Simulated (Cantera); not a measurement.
Charge: 1 mol CuO, 13 mol H₂, equilibrated at 0.100 bar.

Cantera equilibrium calculation (NASA polynomials, part measured and part estimated; ideal gas, pure solids and liquids). Candidate condensed phases: Cu, CuO, Cu(OH)₂, Cu₂O, H₂O; 12 gas species. The numbers say what is thermodynamically allowed, not how fast it happens.

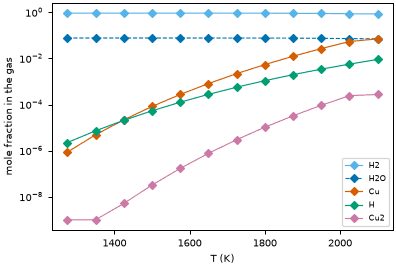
*Equilibrium gas composition (values under 1e-9 drawn at 1e-9)*

Task: Read off the mole fractions at 1875 K.

Result: H₂ about 0.91, H₂O about 0.076, Cu about 0.012, H about 0.0020, Cu₂ about 3.2e-5.
